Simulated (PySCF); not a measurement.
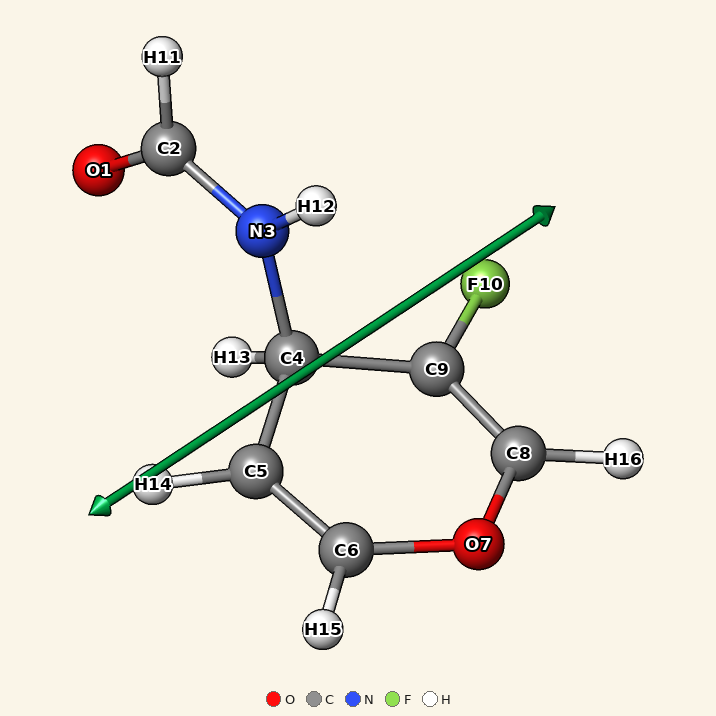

The double arrow shows the direction of the transition dipole to excited singlet state 1 (its length means nothing). The geometry was computed by an optimisation with GFN2-xTB. No frequency run is at hand to confirm it as a minimum. Level of theory: TDDFT PBE0/def2-SVPD, vertical, gas phase, core orbitals frozen in the response (PySCF 2.14.0).

Give its energy, strength and character.

Answer. 5.26 eV (236 nm), oscillator strength 0.018, mainly HOMO → LUMO (weight 0.88); transition dipole 0.96 D.
